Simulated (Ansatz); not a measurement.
The calculation's input:

```
crystal:
  periodic: [false, false, false]
  atoms:
    - {symbol: O, position_ang: [-1.356914, -1.323055, -0.151102]}
    - {symbol: O, position_ang: [1.070259, -0.539822, 1.224727]}
    - {symbol: O, position_ang: [0.419933, 0.452812, -1.639971]}
    - {symbol: S, position_ang: [-1.361439, 1.639960, 0.844289]}
    - {symbol: W, position_ang: [-0.281857, -0.022237, 0.034457]}
    - {symbol: H, position_ang: [1.386644, -0.077044, 2.008722]}
    - {symbol: H, position_ang: [0.264627, 0.021612, -2.487862]}
basis:
  gaussian:
    orbitals: def2-TZVPD
output: {forces: true, orbitals: {seedname: orbitals}}
hamiltonian:
  xc: {name: PBE0}
```

Command:

```sh
ansatz run input.yaml --threads 2 --pin off --max-ram 5220MiB --events-out events.jsonl --progress --plain --runs-dir runs
```

Geometry: PBE0-D4/def2-SVP; core potentials replace the inner electrons of W.

Theory: Ansatz 0.2.0, isolated molecule in a Gaussian basis; Kohn-Sham density functional theory, functional PBE0.

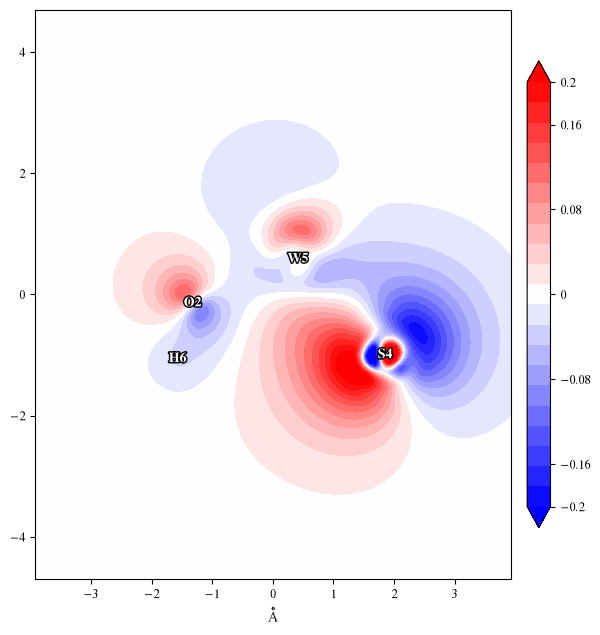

H₂O₃SW. The HOMO on the plane of atoms O2, W5 and S4 (values in Å⁻³ᐟ²; the overall sign is arbitrary).

Describe this orbital and give its energy.

Answer. It lies mainly on S4 (about 70 %), O1 (about 15 %) and W5 (about 10 %); largely a lone pair of S4. Its energy is −7.61 eV.
